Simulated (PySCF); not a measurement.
Vertical excitations of a molecule C₅H₆BN from TDA-ωB97X/def2-SVPD (PySCF 2.14.0), as energy in eV (oscillator strength): 5.20 (0.000), 5.66 (0.252), 6.31 (0.000), 6.42 (0.000), 6.72 (0.078), 6.82 (0.000), 6.99 (0.012), 7.69 (0.071), 7.73 (0.006), 7.74 (0.001). Lowest triplet (TDA): 3.37 eV. The structure is a stationary point at B3LYP-D3(BJ)/def2-SVP. Other conformers were not sampled.

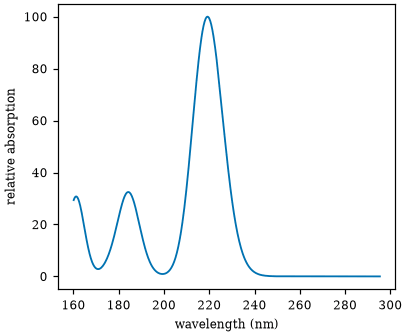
*The lines broadened by 0.4 eV.*

Question: Pick the molecule that these values belong to.
A. N#CCB1C=CC1
B. CB1CC=C1C#N
C. C#CB(N)C#CC
D. C#CC1=CCB1N

Answer: D, C#CC1=CCB1N
